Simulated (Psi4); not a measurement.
# BPH4Cl− (SMILES P[BH2-]Cl) at B3LYP/6-31G(d) (spherical functions)

What is the vertical ionisation energy of BPH4Cl− at B3LYP/6-31G* (spherical functions)? 

Program for the calculation: Psi4 1.11.

3 further runs of the same task are left out: 3 that didn't finish.

## Step 1: Starting point

BPH4Cl−: 7 atoms, total charge -1, spin state singlet. SMILES: `P[BH2-]Cl`. The coordinates come from a GFN2-xTB relaxation. This is one conformer, not always the lowest.

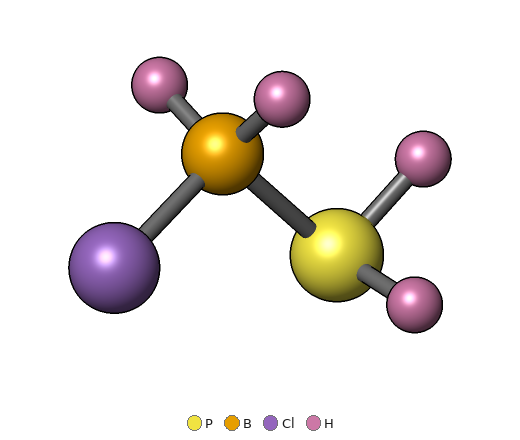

Viewed from a chosen angle; phosphorus yellow, boron amber, chlorine purple, hydrogen pink.

## Step 2: The energy at B3LYP/6-31G(d) (spherical functions)

File input.json:

```json
{
 "schema_name": "qcschema_input",
 "schema_version": 1,
 "molecule": {
  "schema_name": "qcschema_molecule",
  "schema_version": 2,
  "symbols": ["P", "B", "Cl", "H", "H", "H", "H"],
  "geometry": [-2.37139842, 0.57302165, -0.21448392, 1.20050521, -0.05824136, 0.73604833, 1.25638441, -3.05194549, 2.55944506, -2.57637701, -1.2095381, -2.11522714, -1.89218277, 2.46180291, -1.96023181, 2.48653943, -0.32858558, -1.10925034, 1.89652914, 1.61344817, 2.10369981],
  "molecular_charge": -1,
  "molecular_multiplicity": 1,
  "fix_symmetry": "c1"
 },
 "driver": "energy",
 "model": {
  "method": "b3lyp",
  "basis": "6-31G*"
 },
 "keywords": {
  "puream": true,
  "e_convergence": 1e-09,
  "d_convergence": 1e-08,
  "scf_type": "pk",
  "dft_radial_points": 99,
  "dft_spherical_points": 590,
  "scf_properties": ["MULLIKEN_CHARGES", "DIPOLE", "QUADRUPOLE"]
 }
}
```

Command:

```console
$ psi4 --qcschema input.json -n 1 --memory 1600MB
```

stdout (excerpt; [...] marks lines left out):

```text
[...]
  Running in c1 symmetry.
[...]
  Nuclear repulsion =  125.231616756061612
[...]
  Multiplicity = 1
[...]
  Nalpha       = 21
  Nbeta        = 21
[...]
    Number of basis functions: 58
[...]
   @RKS iter   1:  -828.70503478667763   -2.59716e-01   8.28338e-03 ADIIS/DIIS
[...]
   @RKS iter  11:  -828.88152388785295   -1.25056e-12   4.15274e-09 DIIS
[...]
    Orbital Energies [Eh]
    ---------------------
    Doubly Occupied:
       1A   -101.287617     2A    -76.838952     3A     -9.220615
       4A     -6.980698     5A     -6.975634     6A     -6.975406
       7A     -6.523939     8A     -6.329301     9A     -4.491737
      10A     -4.489586    11A     -4.485437    12A     -0.594580
      13A     -0.441511    14A     -0.281979    15A     -0.201558
      16A     -0.167443    17A     -0.143033    18A     -0.136988
      19A     -0.085499    20A     -0.065699    21A     -0.036865
[...]
  @RKS Final Energy:  -828.88152388785295
   => Energetics <=
    Nuclear Repulsion Energy =            125.2316167560616123
    One-Electron Energy =               -1401.7861005874763123
    Two-Electron Energy =                 493.9324622996077778
    DFT Exchange-Correlation Energy =     -46.2595023560460703
    Empirical Dispersion Energy =           0.0000000000000000
    VV10 Nonlocal Energy =                  0.0000000000000000
    Total Energy =                       -828.8815238878529499
[...]
 Multipole Moments:
 ------------------------------------------------------------------------------------
     Multipole            Electronic (a.u.)      Nuclear  (a.u.)        Total (a.u.)
 ------------------------------------------------------------------------------------
 L = 1.  Multiply by 2.5417464519 to convert [e a0] to [Debye]
 Dipole X            :         -0.2181955            0.0005821           -0.2176134
 Dipole Y            :         -3.2621212            3.0340078           -0.2281135
 Dipole Z            :          3.4155161           -3.5868672           -0.1713511
 Magnitude           :                                                    0.3588210
 L = 2.  Multiply by 1.3450342976 to convert [e a0^2] to [Debye ang]
 Quadrupole XX       :       -171.7172446          136.7129418          -35.0043028
 Quadrupole XY       :         95.9930665          -93.5204901            2.4725765
[...]
  Mulliken Charges: (a.u.)
   Center  Symbol    Alpha    Beta     Spin     Total
       1     P     7.62359  7.62359  0.00000 -0.24718
       2     B     2.52349  2.52349  0.00000 -0.04699
       3    CL     8.70623  8.70623  0.00000 -0.41247
       4     H     0.51450  0.51450  0.00000 -0.02899
       5     H     0.52383  0.52383  0.00000 -0.04767
       6     H     0.55385  0.55385  0.00000 -0.10769
       7     H     0.55451  0.55451  0.00000 -0.10902
   Total alpha = 21.00000, Total beta = 21.00000, Total charge = -1.00000
[...]
```

The result, in JSON:

```text
{
 "driver": "energy",
 "model": {
  "method": "b3lyp",
  "basis": "6-31G*"
 },
 "success": true,
 "return_result": -828.881523887853,
 "properties": {
  "calcinfo_nbasis": 58,
  "calcinfo_nmo": 58,
  "calcinfo_nalpha": 21,
  "calcinfo_nbeta": 21,
  "calcinfo_natom": 7,
  "nuclear_repulsion_energy": 125.23161675606161,
  "return_energy": -828.881523887853,
  "scf_one_electron_energy": -1401.7861005874763,
  "scf_two_electron_energy": 493.9324622996078,
  "scf_xc_energy": -46.25950235604607,
  "scf_dipole_moment": [-0.21761344073774724, -0.22811345640522918, -0.17135105864538236],
  "scf_total_energy": -828.881523887853,
  "scf_iterations": 11
 }
}
```

Run time: 14 s. Hardware: 1 thread of AMD EPYC 7R43 (Zen 3), shared host; peak memory 0.81 GiB.

## Step 3: Doublet neutral BPH4Cl: energy and forces at UB3LYP/6-31G(d) (spherical functions)

File job.json:

```json
{
  "schema_name": "qcschema_input",
  "schema_version": 1,
  "molecule": {
    "schema_name": "qcschema_molecule",
    "schema_version": 2,
    "symbols": ["P", "B", "Cl", "H", "H", "H", "H"],
    "geometry": [-2.37139842, 0.57302165, -0.21448392, 1.20050521, -0.05824136, 0.73604833, 1.25638441, -3.05194549, 2.55944506, -2.57637701, -1.2095381, -2.11522714, -1.89218277, 2.46180291, -1.96023181, 2.48653943, -0.32858558, -1.10925034, 1.89652914, 1.61344817, 2.10369981],
    "molecular_charge": 0,
    "molecular_multiplicity": 2,
    "fix_symmetry": "c1",
    "fix_com": true,
    "fix_orientation": true
  },
  "driver": "gradient",
  "model": {
    "method": "b3lyp",
    "basis": "6-31G*"
  },
  "keywords": {
    "reference": "uks",
    "puream": true,
    "e_convergence": 1e-09,
    "d_convergence": 1e-08,
    "scf_type": "pk",
    "dft_radial_points": 99,
    "dft_spherical_points": 590,
    "maxiter": 200,
    "scf_properties": ["MAYER_INDICES", "WIBERG_LOWDIN_INDICES", "QUADRUPOLE"]
  }
}
```

Command:

```console
$ psi4 --qcschema job.json -n 1 --memory 1600MB
```

stdout (excerpt; [...] marks lines left out):

```text
[...]
  Running in c1 symmetry.
[...]
  Nuclear repulsion =  125.231616756061612
[...]
  Multiplicity = 2
[...]
  Nalpha       = 21
  Nbeta        = 20
[...]
    Number of basis functions: 58
[...]
   @UKS iter   1:  -828.64989824125541   -2.04579e-01   6.39220e-03 DIIS/ADIIS
[...]
   @UKS iter  16:  -828.75805076614779   -3.06954e-12   8.39080e-09 DIIS
[...]
   @S^2 Observed:                7.544582718E-01
[...]
    Orbital Energies [Eh]
    ---------------------
    Alpha Occupied:
       1A   -101.509517     2A    -77.112420     3A     -9.442180
       4A     -7.201545     5A     -7.200476     6A     -7.195270
       7A     -6.761459     8A     -6.602196     9A     -4.765953
      10A     -4.761829    11A     -4.759535    12A     -0.814969
      13A     -0.698526    14A     -0.514629    15A     -0.436126
      16A     -0.405572    17A     -0.366007    18A     -0.358901
      19A     -0.325287    20A     -0.292456    21A     -0.280525
    Alpha Virtual:
      22A      0.006398    23A      0.018427    24A      0.081767
      25A      0.099612    26A      0.152581    27A      0.170078
[...]
  @UKS Final Energy:  -828.75805076614779
   => Energetics <=
    Nuclear Repulsion Energy =            125.2316167560616123
    One-Electron Energy =               -1392.0499968216981870
    Two-Electron Energy =                 484.0684780769135500
    DFT Exchange-Correlation Energy =     -46.0081487774247151
    Empirical Dispersion Energy =           0.0000000000000000
    VV10 Nonlocal Energy =                  0.0000000000000000
    Total Energy =                       -828.7580507661476759
[...]
  -Total Gradient:
     Atom            X                  Y                   Z
    ------   -----------------  -----------------  -----------------
       1       -0.004981889461    -0.001235230845     0.003490100506
       2       -0.023811815217     0.004893756613    -0.047517669830
       3       -0.002636344502     0.001994522400     0.002679547901
       4        0.012608509697     0.014616032385     0.010925925143
       5        0.003191207506    -0.017587635316     0.010168078304
       6        0.011612646576    -0.000007384952     0.017584146044
       7        0.004014936238    -0.002670988155     0.002663048423
[...]
```

The result, in JSON:

```text
{
 "driver": "gradient",
 "model": {
  "method": "b3lyp",
  "basis": "6-31G*"
 },
 "success": true,
 "return_result": [-0.004981889460565103, -0.0012352308445033166, 0.0034901005056257595, -0.023811815217346807, 0.004893756612509077, -0.04751766983008124, -0.002636344502166086, 0.001994522399683299, 0.002679547900801507, 0.012608509697165548, 0.014616032384930297, 0.010925925142607776, 0.0031912075064608955, -0.017587635316423517, 0.010168078304311545, 0.01161264657571981, -7.384952191213934e-06, 0.017584146044375873, 0.004014936237738381, -0.0026709881554012327, 0.0026630484229731854],
 "properties": {
  "calcinfo_nbasis": 58,
  "calcinfo_nmo": 58,
  "calcinfo_nalpha": 21,
  "calcinfo_nbeta": 20,
  "calcinfo_natom": 7,
  "nuclear_repulsion_energy": 125.23161675606161,
  "return_energy": -828.7580507661478,
  "return_gradient": [-0.004981889460565103, -0.0012352308445033166, 0.0034901005056257595, -0.023811815217346807, 0.004893756612509077, -0.04751766983008124, -0.002636344502166086, 0.001994522399683299, 0.002679547900801507, 0.012608509697165548, 0.014616032384930297, 0.010925925142607776, 0.0031912075064608955, -0.017587635316423517, 0.010168078304311545, 0.01161264657571981, -7.384952191213934e-06, 0.017584146044375873, 0.004014936237738381, -0.0026709881554012327, 0.0026630484229731854],
  "scf_one_electron_energy": -1392.0499968216982,
  "scf_two_electron_energy": 484.06847807691355,
  "scf_xc_energy": -46.008148777424715,
  "scf_dipole_moment": [-0.8734323661308991, 0.547141647271502, -0.8172080645724407],
  "scf_total_energy": -828.7580507661478,
  "scf_total_gradient": [-0.004981889460565103, -0.0012352308445033166, 0.0034901005056257595, -0.023811815217346807, 0.004893756612509077, -0.04751766983008124, -0.002636344502166086, 0.001994522399683299, 0.002679547900801507, 0.012608509697165548, 0.014616032384930297, 0.010925925142607776, 0.0031912075064608955, -0.017587635316423517, 0.010168078304311545, 0.01161264657571981, -7.384952191213934e-06, 0.017584146044375873, 0.004014936237738381, -0.0026709881554012327, 0.0026630484229731854],
  "scf_iterations": 16
 }
}
```

Run time: 37 s. Hardware: 1 thread of AMD EPYC 7R43 (Zen 3), shared host; peak memory 0.8 GiB.

## Step 4: Results

Level: B3LYP/6-31G* (spherical functions).

```
                                                              quantity          value
                                         singlet BPH4Cl−: total energy  -828.88152 Eh
                                          singlet BPH4Cl−: HOMO energy       -1.00 eV
                                          singlet BPH4Cl−: LUMO energy        6.29 eV
singlet BPH4Cl−: HOMO–LUMO gap (to an unbound level, set by the basis)        7.29 eV
                                  doublet neutral BPH4Cl: total energy  -828.75805 Eh
                                 doublet neutral BPH4Cl: dipole moment         3.34 D
            doublet neutral BPH4Cl: HOMO energy (highest over α and β)       -7.49 eV
             doublet neutral BPH4Cl: LUMO energy (lowest over α and β)       -5.69 eV
                                          doublet neutral BPH4Cl: ⟨S²⟩          0.754
                      doublet neutral BPH4Cl: largest force on an atom     2.745 eV/Å
                   vertical detachment energy (to the doublet neutral)       3.360 eV
```

**Reading.** The vertical ionisation energy comes to 3.36 eV (77 kcal/mol). −ε(HOMO) before ionisation, 1.00 eV, is 2.36 eV below this ionisation energy. Mulliken charges (singlet BPH4Cl−) run from -0.41 on Cl3 to -0.03 on H4.
